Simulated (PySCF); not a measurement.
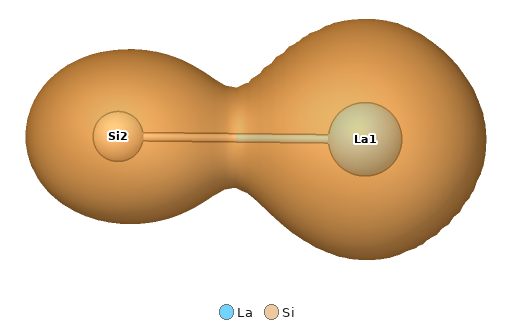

*LaSi (quartet). Isosurface of the total electron density at 0.3 e/Å³ (orange), seen from one side.*

Level of theory: PBE0/x2c-SVPall, spin-free X2C-1e, Gaussian nucleus, at a bond length of 2.592 Å in PySCF.

| atom | x (Å) | y (Å) | z (Å) |
| --- | --- | --- | --- |
| La | 0.0000 | 0.0000 | -0.4345 |
| Si | 0.0000 | 0.0000 | 2.1575 |

Which contacts does the surface bridge?

At this value the surface is in one piece. It bridges the sampled La–Si (2.59 Å) contact, where the density stays above the isovalue. On the grid the lowest density along these lines, outside the cores, is 0.42 e/Å³ (La–Si, 2.59 Å).
